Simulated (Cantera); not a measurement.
A closed system holds: 1 mol SiH₂Cl₂, 0.31 mol C₂H₂, 400 mol H₂, equilibrated at 0.660 bar.

Cantera equilibrium calculation (NASA polynomials, part measured and part estimated; ideal gas, pure solids and liquids). Candidate condensed phases: C, C₆H₆, C₇H₈, C₈H₁₈, Si, SiC; 109 gas species. Mutual solubility and eutectic melting of coexisting phases are not modelled. The tables' values for SiCl are old estimates; treat these amounts as uncertain. Gases not in the tables: Si₂H₆ and higher silanes. The numbers say what is thermodynamically allowed, not how fast it happens.

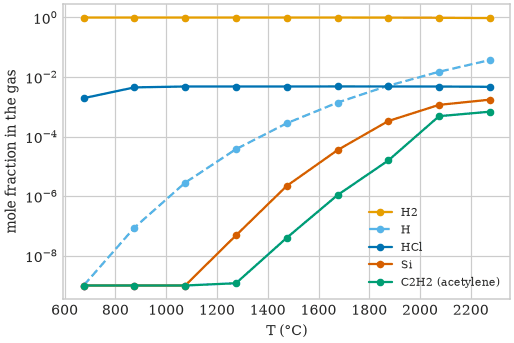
Figure: Equilibrium gas composition (values under 1e-9 drawn at 1e-9)

At 675 °C the condensed part is SiC(s). From 875 °C to 1275 °C the condensed part is Si(s) + SiC(s). From 1475 °C to 1875 °C the condensed part is Si(l) + SiC(s). At 2075 °C the condensed part is SiC(s). At 2275 °C nothing is condensed. The main Si-bearing gas is SiHCl₃ at 675 °C and Si at 2275 °C. The share of Si in condensed phases is highest at 1075 °C (96.8 %) and lowest at 2275 °C (0.0 %).
